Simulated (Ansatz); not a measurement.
## Electronic structure of TiHgS$_{3}$ in real space

```yaml
crystal:
  lattice:
    - [3.42115, 0.00000, 0.00000]
    - [0.00000, 13.73928, 0.00000]
    - [0.00000, 0.00000, 7.70668]
  atoms:
    - { symbol: Ti, position: [0.00000, 0.74132, 0.25000] }
    - { symbol: Ti, position: [0.50000, 0.24132, 0.25000] }
    - { symbol: Ti, position: [0.00000, 0.25868, 0.75000] }
    - { symbol: Ti, position: [0.50000, 0.75868, 0.75000] }
    - { symbol: Hg, position: [0.00000, 0.00000, 0.50000] }
    - { symbol: Hg, position: [0.50000, 0.50000, 0.50000] }
    - { symbol: Hg, position: [0.00000, 0.00000, 0.00000] }
    - { symbol: Hg, position: [0.50000, 0.50000, 0.00000] }
    - { symbol: S, position: [0.00000, 0.10577, 0.25000] }
    - { symbol: S, position: [0.50000, 0.60577, 0.25000] }
    - { symbol: S, position: [0.00000, 0.89423, 0.75000] }
    - { symbol: S, position: [0.50000, 0.39423, 0.75000] }
    - { symbol: S, position: [0.00000, 0.67465, 0.56898] }
    - { symbol: S, position: [0.50000, 0.17465, 0.56898] }
    - { symbol: S, position: [0.00000, 0.32535, 0.43102] }
    - { symbol: S, position: [0.50000, 0.82535, 0.43102] }
    - { symbol: S, position: [0.00000, 0.67465, 0.93102] }
    - { symbol: S, position: [0.50000, 0.17465, 0.93102] }
    - { symbol: S, position: [0.00000, 0.32535, 0.06898] }
    - { symbol: S, position: [0.50000, 0.82535, 0.06898] }
```

Space group Cmcm; a structure from a database of computed crystals, not necessarily the ambient phase; started from the NaFeF3-63 prototype, which need not be the ambient phase; computed without spin polarisation.

Computed with DFT, PBEsol, plane waves, PAW (Ansatz 0.2.0).

Core electrons are frozen (PAW), and the valence fields are smoothed inside the atomic spheres.

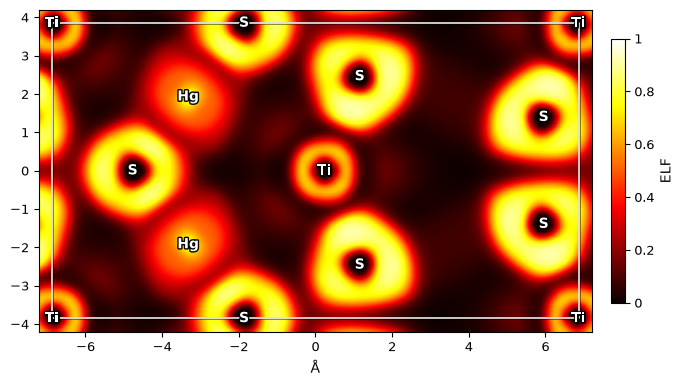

Figure 1. Electron localisation function on the (100) plane of the conventional cell.

### What do the fields say about this system?

- Atoms in the plane: Ti, Hg and S.
- Hg–S (2.41 Å): the ELF peaks at about 0.85 in the valence shell of S, 0.8 Å from its nucleus, and is about 0.40 at the midpoint.
- Ti–S (2.62 Å): the ELF peaks at about 0.90 in the valence shell of S, 0.9 Å from its nucleus, and is about 0.55 at the midpoint.
- The features right at Ti and Hg lie inside the PAW spheres, where the map follows smoothed inner orbitals and isn't to be read closely.

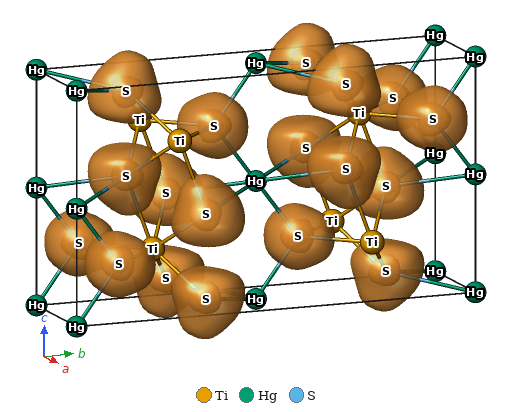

Figure 2. Isosurface of the electron localisation function at 0.65 (orange), seen slightly off an axis. Core shells and regions of very low density are left out. Sticks mark near contacts.

### Identify the bonds, lone pairs and shells in this picture.

The surface consists of twelve regions wrapped around S (the valence shell of each), counted in one cell of 20 atoms. Regions shared between cells count once. Profiles from the grid: Ti–S (2.49 Å): the ELF peaks at about 0.90 in the valence shell of S, 0.8 Å from its nucleus, and is about 0.55 at the midpoint.
